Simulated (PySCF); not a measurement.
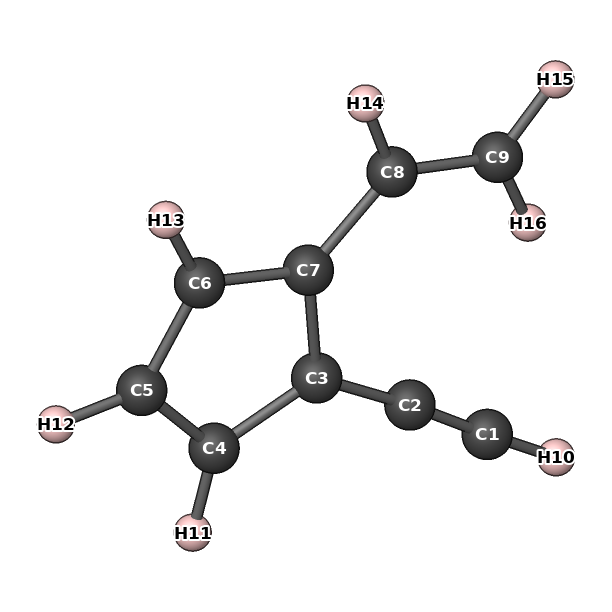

The questions are on Mulliken spin populations. The species is neutral and a spin doublet. Computed geometry: GFN2-xTB optimisation. No frequency run is at hand to confirm it as a minimum. Properties computed with UKS B3LYP, pcH-1 on C H, non-relativistic (PySCF 2.14.0).

Give the Mulliken spin populations atom by atom.

| atom | value (e) |
| --- | --- |
| C1 | 0.15 |
| C2 | −0.07 |
| C3 | 0.20 |
| C4 | −0.07 |
| C5 | 0.43 |
| C6 | −0.19 |
| C7 | 0.37 |
| C8 | −0.15 |
| C9 | 0.37 |
| H10 | −0.01 |
| H11 | 0.00 |
| H12 | −0.02 |
| H13 | 0.01 |
| H14 | 0.01 |
| H15 | −0.02 |
| H16 | −0.01 |

Mulliken values depend strongly on the basis set.
